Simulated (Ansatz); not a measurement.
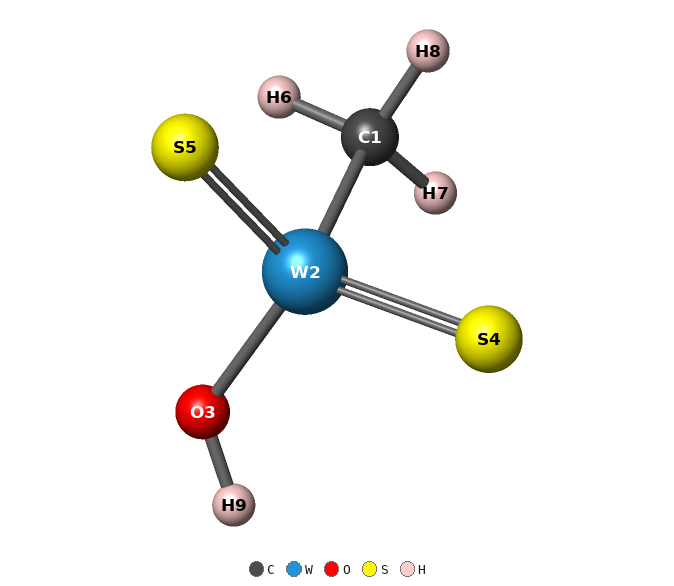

Charge 0, singlet. Sticks follow a distance rule. Harmonic vibrations computed with RKS PBE0-D4/def2-TZVP, core potentials on W (Ansatz 0.2.0) at a stationary point of the same level.

Q: How many imaginary frequencies does it have?

A: A minimum: no imaginary frequency, and the lowest mode lies at 155 cm⁻¹.

Q: How many vibrational modes are there, and where do they lie?

A: 21 modes: 155, 172, 180, 183, 190, 204, 353, 551, 557, 560, 614, 637, 696, 744, 1212, 1410, 1416, 3036, 3125, 3145, 3881 cm⁻¹.
